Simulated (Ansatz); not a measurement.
Geometry relaxation, with input and output: CH$_{6}$BClN$_{2}$Si (part 2 of 2)

CH$_{6}$BClN$_{2}$Si; RKS PBE0/def2-SVP (Ansatz 0.2.0). It belongs to a series of runs on one base structure; here: end point A relaxed.

Geometry of the input (Å):
```
N  -2.1895  -0.8702  0.7092
B  -1.7288  0.5420  0.2686
N  -0.3273  0.7408  -0.2028
C  0.6364  -0.2063  -0.2587
Si 2.2790  0.1301  -0.8433
Cl 3.1705  1.5375  0.4649
H  -3.2193  -0.7121  0.9512
H  -1.6980  -1.0603  1.5719
H  -2.4559  1.4878  0.3099
H  0.3063  -1.2362  0.0383
H  3.0491  -1.1075  -0.8049
H  2.2545  0.6992  -2.1702
```

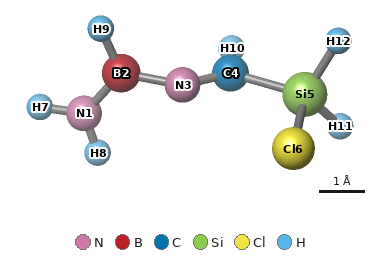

*The geometry at step 12 of the log (ball-and-stick view, seen at a tilt; atoms are numbered from 1 in the order of the input).*

Trajectory as extended XYZ, continued:
```
12
Properties=species:S:1:pos:R:3:forces:R:3 step=5 energy=-25170.29922
N    -2.1439   -0.5805    0.9862   -0.5380   0.4794   0.3015
B    -1.7152    0.5374    0.2463   -0.2048  -0.2012   0.0540
N    -0.2903    0.7554    0.0264    0.0659  -0.7301  -0.0437
C     0.4792   -0.2095   -0.3063   -0.0281   0.5267  -0.0821
Si    2.2933    0.1464   -0.7286   -0.1682  -0.1100  -0.2309
Cl    3.1698    1.4789    0.5696    0.0180   0.0655   0.0896
H    -3.0936   -0.6727    1.3422    0.1416   0.0672  -0.3390
H    -1.5224   -1.1987    1.4843    0.3472  -0.0545   0.0133
H    -2.5369    1.3096   -0.2325    0.2608  -0.2367   0.1410
H     0.1057   -1.2499   -0.4998   -0.0818   0.1698   0.0128
H     3.0882   -1.1156   -0.7568    0.0198   0.0134   0.0390
H     2.2430    0.7440   -2.0970    0.1676   0.0105   0.0446
12
Properties=species:S:1:pos:R:3:forces:R:3 step=6 energy=-25170.39745
N    -2.1549   -0.5445    1.1006   -0.2405  -0.1017   0.2382
B    -1.7226    0.4701    0.2594    0.1033   0.5620  -0.1709
N    -0.3096    0.6979    0.0281   -0.3675   0.2742   0.3580
C     0.4697   -0.1902   -0.4140    0.1061  -0.2889  -0.2145
Si    2.2996    0.1590   -0.7551    0.0883  -0.0947  -0.1240
Cl    3.1397    1.4432    0.6270   -0.0878  -0.0031   0.0018
H    -3.1298   -0.6872    1.3292    0.0390   0.0253   0.0345
H    -1.5149   -1.0946    1.6533    0.0779  -0.1839   0.0601
H    -2.5215    1.2215   -0.2562   -0.0051  -0.1421  -0.1095
H     0.0559   -1.1937   -0.6849    0.2549  -0.0741  -0.1281
H     3.0737   -1.1180   -0.7439   -0.0217   0.0176   0.0112
H     2.3917    0.7812   -2.1093    0.0532   0.0095   0.0432
12
Properties=species:S:1:pos:R:3:forces:R:3 step=7 energy=-25170.45403
N    -2.1757   -0.5002    1.2073   -0.2306  -0.0312   0.0504
B    -1.7143    0.4436    0.2915   -0.4713   0.0890  -0.0737
N    -0.3224    0.6428    0.0749    0.5890  -0.0490  -0.0430
C     0.4632   -0.1757   -0.4866    0.1019   0.0742   0.0183
Si    2.3105    0.1683   -0.7718   -0.0275   0.0078  -0.0140
Cl    3.0917    1.4291    0.6677   -0.0775  -0.0220  -0.0401
H    -3.1605   -0.6302    1.4066    0.1542  -0.0078   0.0346
H    -1.5486   -1.0961    1.7317   -0.0545   0.0067   0.0924
H    -2.4827    1.1186   -0.3553   -0.0961   0.0050   0.0680
H     0.0699   -1.1435   -0.8773    0.1173  -0.0780  -0.1394
H     3.0704   -1.1163   -0.7417   -0.0308   0.0052   0.0052
H     2.4755    0.8043   -2.1130    0.0259   0.0000   0.0413
12
Properties=species:S:1:pos:R:3:forces:R:3 step=8 energy=-25170.48424
N    -2.2053   -0.4806    1.2689    0.1360   0.1255  -0.2113
B    -1.7162    0.4013    0.2950   -0.3097   0.0104   0.1903
N    -0.3114    0.5780    0.0986    0.7185  -0.6882  -0.5032
C     0.4817   -0.1867   -0.5447   -0.4330   0.2216   0.0635
Si    2.3333    0.1729   -0.7829   -0.1565   0.0599   0.0936
Cl    3.0309    1.4350    0.6992   -0.0258  -0.0744  -0.0752
H    -3.1889   -0.5805    1.4669   -0.0616  -0.0176   0.0595
H    -1.5934   -1.0565    1.8341   -0.0777   0.0407   0.0349
H    -2.4734    1.0713   -0.3775   -0.0095  -0.0548   0.0854
H     0.1027   -1.1162   -1.0697    0.1628   0.3682   0.2121
H     3.0763   -1.1206   -0.7446    0.0367   0.0305   0.0177
H     2.5407    0.8272   -2.1093    0.0198  -0.0218   0.0328
12
Properties=species:S:1:pos:R:3:forces:R:3 step=9 energy=-25170.50243
N    -2.2197   -0.4761    1.3016    0.2139   0.1582  -0.1955
B    -1.7205    0.3765    0.3033   -0.0960  -0.0718   0.1666
N    -0.3097    0.5316    0.0852    0.5134  -0.7807  -0.6557
C     0.4781   -0.1893   -0.6179   -0.3261   0.6046   0.6279
Si    2.3358    0.1730   -0.7895   -0.0377   0.1390   0.0066
Cl    2.9951    1.4229    0.7211   -0.0658  -0.0680  -0.0709
H    -3.2046   -0.5425    1.5138    0.0157  -0.0137   0.0452
H    -1.6125   -1.0307    1.8953   -0.1315   0.0562  -0.0247
H    -2.4794    1.0385   -0.3734    0.0016  -0.0144   0.0643
H     0.1174   -1.0862   -1.1748   -0.0639   0.0325  -0.0267
H     3.0962   -1.1099   -0.7270   -0.0177   0.0036   0.0032
H     2.6009    0.8370   -2.1037   -0.0059  -0.0456   0.0596
12
Properties=species:S:1:pos:R:3:forces:R:3 step=10 energy=-25170.52731
N    -2.2730   -0.4561    1.3663    0.1652  -0.0880  -0.0364
B    -1.6979    0.3129    0.3445   -0.1802   0.1685  -0.0515
N    -0.2922    0.3966    0.1019   -0.0511  -0.2450   0.0034
C     0.5108   -0.2024   -0.6663    0.0211   0.1743   0.0851
Si    2.3617    0.1936   -0.7994    0.0180   0.0235  -0.0040
Cl    2.9908    1.4809    0.6870   -0.0713  -0.0327  -0.0243
H    -3.2691   -0.4426    1.5358    0.0505   0.0000   0.0218
H    -1.7535   -1.0755    1.9792   -0.0486   0.1216  -0.0755
H    -2.4302    1.0068   -0.3392    0.1028  -0.0276   0.0871
H     0.1628   -1.0084   -1.3533   -0.0025  -0.0959  -0.0280
H     3.1311   -1.0823   -0.6952   -0.0050   0.0202  -0.0041
H     2.6357    0.8213   -2.1271    0.0011  -0.0190   0.0263
12
Properties=species:S:1:pos:R:3:forces:R:3 step=11 energy=-25170.53544
N    -2.2682   -0.4571    1.3670   -0.0914  -0.0816   0.0811
B    -1.6908    0.3109    0.3474    0.0683   0.0673   0.0456
N    -0.2850    0.3427    0.0907   -0.1305  -0.0397  -0.2073
C     0.5170   -0.2194   -0.7043   -0.0518  -0.1420   0.1107
Si    2.3645    0.1936   -0.8140   -0.0618   0.0548   0.1176
Cl    2.8651    1.4884    0.7165    0.0303  -0.0467  -0.1022
H    -3.2604   -0.4022    1.5662    0.1832  -0.0099   0.0060
H    -1.7543   -1.0763    1.9849   -0.0461   0.1029  -0.1244
H    -2.4058    1.0514   -0.3011    0.0962  -0.0472   0.0237
H     0.1813   -1.0346   -1.3941   -0.0253   0.0820  -0.0137
H     3.1501   -1.0708   -0.6875    0.0122   0.0432   0.0114
H     2.6635    0.8181   -2.1376    0.0168   0.0169   0.0515
12
Properties=species:S:1:pos:R:3:forces:R:3 step=12 energy=-25170.54328
N    -2.2529   -0.4597    1.3562   -0.2805   0.0038   0.0955
B    -1.7017    0.3188    0.3314    0.1934   0.0163   0.0854
N    -0.2984    0.3288    0.0646   -0.0329  -0.1302  -0.2772
C     0.5038   -0.2570   -0.7153   -0.1426   0.1045   0.0587
Si    2.3465    0.1825   -0.8031    0.1038   0.0562   0.1100
Cl    2.8345    1.4857    0.7248   -0.0296  -0.0561  -0.0527
H    -3.2327   -0.3869    1.6091    0.2200  -0.0277  -0.0316
H    -1.7128   -1.0653    1.9619   -0.0141   0.0334  -0.0707
H    -2.4089    1.0761   -0.2996    0.0300  -0.0335   0.0086
H     0.1595   -1.0552   -1.4213    0.0223   0.0537   0.0678
H     3.1660   -1.0591   -0.6689   -0.0159   0.0133  -0.0046
H     2.6742    0.8361   -2.1057   -0.0537  -0.0336   0.0108
12
Properties=species:S:1:pos:R:3:forces:R:3 step=13 energy=-25170.54856
N    -2.2514   -0.4546    1.3654   -0.2587  -0.0273   0.1375
B    -1.6985    0.3157    0.3361    0.1771   0.0510  -0.0479
N    -0.3042    0.3034    0.0385   -0.1846  -0.0555  -0.0981
C     0.5029   -0.2613   -0.7459   -0.0122  -0.0573   0.0710
Si    2.3471    0.1813   -0.7886    0.0520   0.0362  -0.0518
Cl    2.8128    1.5002    0.7283   -0.0380  -0.0425  -0.0145
H    -3.2227   -0.3569    1.6411    0.2145  -0.0329  -0.0580
H    -1.7180   -1.0854    1.9503   -0.0029   0.0373  -0.0459
H    -2.4011    1.0835   -0.2872    0.0191  -0.0027   0.0329
H     0.1677   -1.0534   -1.4650    0.0467   0.0872   0.0685
H     3.1770   -1.0522   -0.6419   -0.0303   0.0162   0.0106
H     2.6655    0.8245   -2.0969    0.0172  -0.0095  -0.0043
12
Properties=species:S:1:pos:R:3:forces:R:3 step=14 energy=-25170.55314
N    -2.2495   -0.4477    1.3724   -0.1978  -0.0119   0.0904
B    -1.6992    0.3174    0.3356    0.0879   0.0113  -0.0093
N    -0.3155    0.2840    0.0169   -0.0483  -0.0567  -0.1208
C     0.5042   -0.2724   -0.7594   -0.0283  -0.0105   0.0988
Si    2.3451    0.1818   -0.7895    0.0503   0.0450  -0.0224
Cl    2.7817    1.4981    0.7370   -0.0213  -0.0233  -0.0035
H    -3.2153   -0.3442    1.6594    0.1548  -0.0091  -0.0465
H    -1.7163   -1.0877    1.9463    0.0116   0.0163  -0.0321
H    -2.3965    1.0983   -0.2754    0.0017   0.0036   0.0210
H     0.1848   -1.0655   -1.4809   -0.0002   0.0364   0.0286
H     3.1801   -1.0464   -0.6356   -0.0233   0.0047   0.0069
H     2.6736    0.8292   -2.0927    0.0130  -0.0060  -0.0110
12
Properties=species:S:1:pos:R:3:forces:R:3 step=15 energy=-25170.55820
N    -2.2437   -0.4347    1.3853   -0.0594  -0.0283   0.0367
B    -1.6991    0.3169    0.3321    0.0394   0.0120   0.0205
N    -0.3369    0.2340   -0.0384   -0.0756   0.0033  -0.0060
C     0.5088   -0.3040   -0.7940   -0.0212   0.0499   0.0291
Si    2.3411    0.1900   -0.7882    0.0093  -0.0311   0.0223
Cl    2.7044    1.5012    0.7616   -0.0040  -0.0105  -0.0337
H    -3.1906   -0.2970    1.7124    0.0955   0.0014  -0.0342
H    -1.7115   -1.1051    1.9243   -0.0215   0.0177  -0.0133
H    -2.3856    1.1350   -0.2415    0.0100  -0.0069  -0.0038
H     0.2150   -1.0975   -1.5217    0.0014  -0.0364  -0.0281
H     3.1818   -1.0301   -0.6122    0.0158   0.0056   0.0058
H     2.6933    0.8360   -2.0856    0.0104   0.0232   0.0047
12
Properties=species:S:1:pos:R:3:forces:R:3 step=16 energy=-25170.55926
N    -2.2404   -0.4297    1.3918    0.0020  -0.0371   0.0242
B    -1.6999    0.3192    0.3332    0.0039   0.0134   0.0010
N    -0.3533    0.2078   -0.0706   -0.0118   0.0090  -0.0147
C     0.5061   -0.3185   -0.8174   -0.0154   0.0007   0.0572
Si    2.3372    0.1852   -0.7869    0.0120   0.0556   0.0216
Cl    2.6603    1.5065    0.7625    0.0020  -0.0100   0.0029
H    -3.1737   -0.2683    1.7439    0.0672  -0.0024  -0.0225
H    -1.7117   -1.1198    1.9097   -0.0441   0.0348  -0.0109
H    -2.3793    1.1576   -0.2205    0.0170  -0.0158   0.0017
H     0.2306   -1.1190   -1.5439   -0.0220  -0.0288  -0.0514
H     3.1919   -1.0229   -0.5962   -0.0055  -0.0047   0.0016
H     2.7091    0.8466   -2.0714   -0.0052  -0.0147  -0.0107
12
Properties=species:S:1:pos:R:3:forces:R:3 step=17 energy=-25170.55984
N    -2.2378   -0.4286    1.3942    0.0123  -0.0334   0.0215
B    -1.6979    0.3176    0.3333   -0.0245   0.0153  -0.0114
N    -0.3568    0.1983   -0.0790    0.0180  -0.0144  -0.0073
C     0.5056   -0.3243   -0.8241   -0.0023   0.0274   0.0229
Si    2.3350    0.1880   -0.7847    0.0041   0.0077   0.0145
Cl    2.6489    1.5054    0.7695   -0.0029  -0.0009  -0.0060
H    -3.1660   -0.2569    1.7524    0.0308  -0.0019  -0.0108
H    -1.7126   -1.1218    1.9112   -0.0322   0.0322  -0.0108
H    -2.3746    1.1585   -0.2196    0.0094  -0.0084   0.0116
H     0.2332   -1.1192   -1.5593   -0.0116  -0.0205  -0.0210
H     3.1915   -1.0182   -0.5891   -0.0009  -0.0022  -0.0024
H     2.7084    0.8460   -2.0705   -0.0003  -0.0008  -0.0009
12
Properties=species:S:1:pos:R:3:forces:R:3 step=18 energy=-25170.55978 accepted=F
N    -2.2429   -0.4330    1.3932   -0.0120  -0.0293   0.0548
B    -1.6935    0.3143    0.3376   -0.0373  -0.0021   0.0039
N    -0.3543    0.1838   -0.0756   -0.0243   0.0457  -0.0060
C     0.5079   -0.3257   -0.8287    0.0203  -0.0023   0.0148
Si    2.3363    0.1887   -0.7859    0.0052   0.0018   0.0060
Cl    2.6417    1.5159    0.7605    0.0021   0.0060   0.0102
H    -3.1685   -0.2499    1.7530    0.0321   0.0065  -0.0222
H    -1.7267   -1.1272    1.9177   -0.0103   0.0261  -0.0312
H    -2.3655    1.1644   -0.2090    0.0360  -0.0229   0.0088
H     0.2359   -1.1117   -1.5731   -0.0127  -0.0246  -0.0347
H     3.1932   -1.0157   -0.5821    0.0034  -0.0019   0.0011
H     2.7134    0.8409   -2.0734   -0.0025  -0.0029  -0.0053
12
Properties=species:S:1:pos:R:3:forces:R:3 step=19 energy=-25170.56000
N    -2.2378   -0.4301    1.3942    0.0028  -0.0168   0.0102
B    -1.6971    0.3154    0.3333   -0.0112   0.0156  -0.0014
N    -0.3570    0.1933   -0.0805    0.0083  -0.0058  -0.0052
C     0.5060   -0.3250   -0.8274    0.0019   0.0079   0.0132
Si    2.3352    0.1880   -0.7830   -0.0051   0.0024  -0.0068
Cl    2.6438    1.5086    0.7691   -0.0005  -0.0033  -0.0014
H    -3.1638   -0.2529    1.7538    0.0064   0.0019  -0.0031
H    -1.7152   -1.1218    1.9146   -0.0098   0.0125  -0.0071
H    -2.3714    1.1598   -0.2167    0.0044  -0.0087   0.0068
H     0.2336   -1.1169   -1.5669   -0.0018  -0.0080  -0.0106
H     3.1916   -1.0182   -0.5870    0.0013   0.0013   0.0050
H     2.7092    0.8446   -2.0694    0.0034   0.0011   0.0001
```
